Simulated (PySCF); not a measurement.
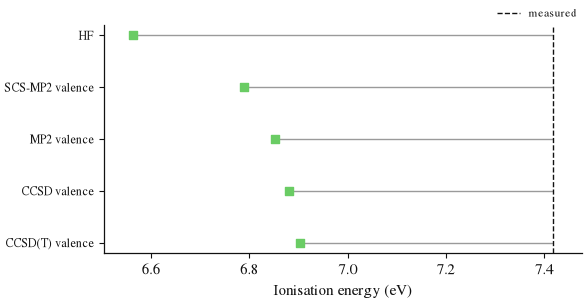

The ionisation energy of an atom or ion with 82 electrons in the configuration [Xe] 4f¹⁴ 5d¹⁰ 6s² 6p² by several methods. PySCF, aug-cc-pVQZ-PP with a 60-electron core potential, unrestricted single determinants, no spin-orbit coupling. Methods marked “valence” freeze 18 core electrons.

**Which atom or ion is it?**

The Pb atom. The values run from 6.563 eV (HF) to 6.902 eV (CCSD(T) valence). The measured value is 7.417 eV; nearest to it come CCSD(T) valence (−0.515) and CCSD valence (−0.536), furthest HF (−0.853 eV).

Note: spin-orbit shift not estimated.
